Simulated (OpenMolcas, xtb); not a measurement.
**Si2NH6Cl (SMILES N[SiH]([SiH3])Cl): the vertical energy of the triplet above the singlet, rung by rung**

The species is Si2NH6Cl (10 atoms), meant as a singlet with charge 0. SMILES: `N[SiH]([SiH3])Cl`. Geometry: relaxed at PBE0-D4/def2-TZVP. This is one conformer, not always the lowest.

```xyz
10

N    -0.5004    1.6404   -0.4766
Si   -0.0887    0.0244   -0.8347
Si    0.6780   -1.0308    1.1036
Cl   -1.6696   -1.1358   -1.5384
H    -1.0668    1.8573    0.3279
H    -0.6576    2.3023   -1.2205
H     0.8891    0.0600   -1.9482
H     0.8722   -2.4826    0.8551
H    -0.3361   -0.8538    2.1795
H     1.9629   -0.4326    1.5554
```

Quantity: the vertical energy of the triplet above the singlet, in eV. The values are calculated.

| level | kind | program | value (eV) | less CCSD(T)/6-31G* |
| --- | --- | --- | --- | --- |
| GFN2-xTB | semi-empirical | xtb | 4.44 | -2.28 |
| GFN1-xTB | semi-empirical | xtb | 4.65 | -2.07 |
| HF/6-31G* (spherical functions) | Hartree–Fock | OpenMolcas | 6.40 | -0.32 |
| SVWN5/6-31G* (spherical functions) | LDA | OpenMolcas | 5.73 | -0.99 |
| PBE/6-31G* (spherical functions) | GGA | OpenMolcas | 5.71 | -1.01 |
| M06-L/6-31G* (spherical functions) | meta-GGA | OpenMolcas | 6.25 | -0.47 |
| r2SCAN/6-31G* (spherical functions) | meta-GGA | OpenMolcas | 5.98 | -0.74 |
| M06-2X/6-31G* (spherical functions) | hybrid meta-GGA | OpenMolcas | 6.49 | -0.23 |
| CCSD(T)/6-31G* (spherical functions), open shells restricted | coupled cluster or CI | OpenMolcas | 6.72 | 0.00 |

Differences are taken from CCSD(T)/6-31G* (spherical functions), open shells restricted for orientation; it has basis-set and higher-order errors of its own. The values span 4.44 to 6.72 eV. The xTB rows lack spin polarisation, so open shells miss the exchange term that lowers them. A triplet this far above the singlet is often a Rydberg-like or dissociative state; sets without diffuse functions put Rydberg states too high.

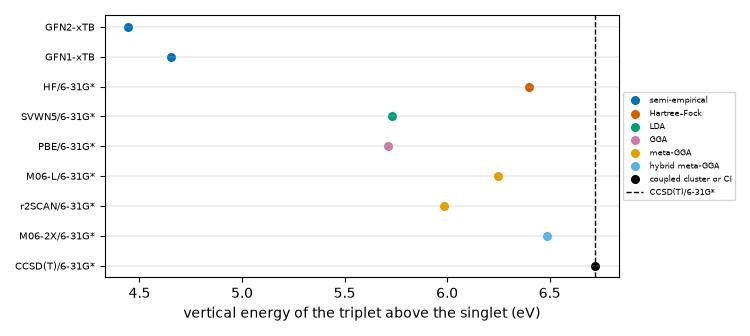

The values of the table, level by level.
